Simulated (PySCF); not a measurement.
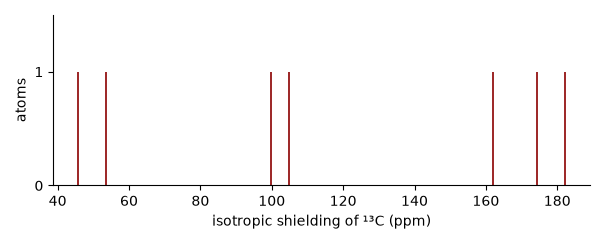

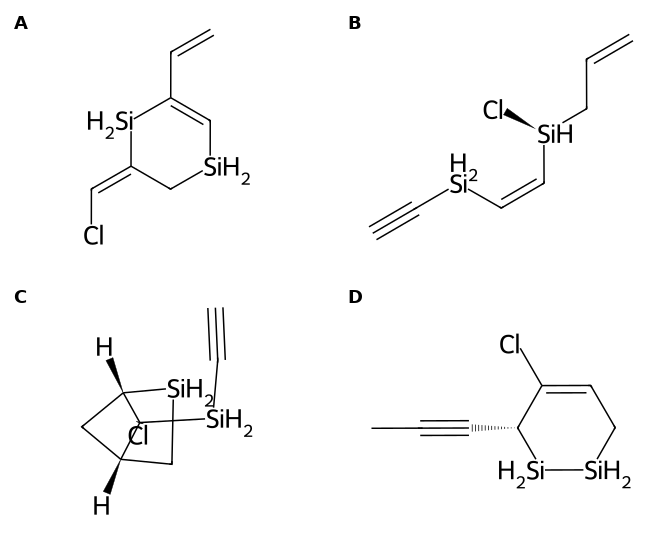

The sticks are computed shieldings of one of the molecules, for one fixed geometry (GFN2-xTB) without averaging over rotations. Low shielding means a high chemical shift. Method: GIAO PBE0/pcSseg-1 NMR shielding, non-relativistic, gas phase (PySCF 2.14.0).

Match the spectrum to a structure.

D, `CC#C[C@H]1[SiH2][SiH2]CC=C1Cl`. Its 7 C atoms give lines at 45.6, 53.5, 99.7, 104.9, 162.1, 174.4, 182.2 ppm.

The geometry is semi-empirical. Around Si such bond lengths and angles can be off by a tenth of an ångström or more and by several degrees, and values that hang on the shape move with them.
